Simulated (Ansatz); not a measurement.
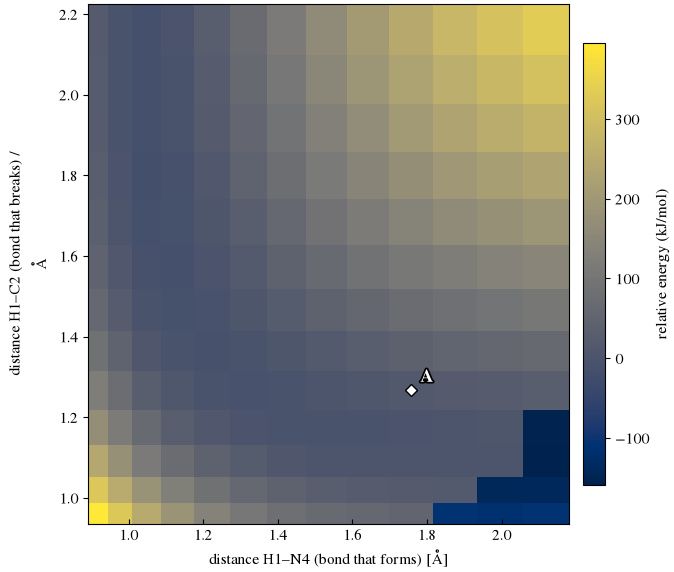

The reacting system C₂H₆N (fragments C₂H₆N where the first distance is long, H₃N + C₂H₃ where the second is long), spin multiplicity 2. The first coordinate is: distance H1–N4 (bond that forms); the second: distance H1–C2 (bond that breaks). Relaxed at each point: all other coordinates. Grid: 13 × 13 points. Points are written as (first, second). Energies are in kJ/mol, from a guessed transition structure relaxed with its forming and breaking bonds held. Energies and slopes of some neighbouring points disagree (a jump in structure or state, or too coarse a mesh). Method: UKS SPW92 (LDA)/def2-SVP in Ansatz 0.2.0.

The picture shows one coloured cell a grid point, the point A.

Question: Is A at rest? If not, where is it pushed?

Answer: A, at (1.756 Å, 1.267 Å), is not a stationary point. The computed force is 55 kJ/mol for each Å towards smaller values of the first coordinate and 230 kJ/mol for each Å towards smaller values of the second coordinate.
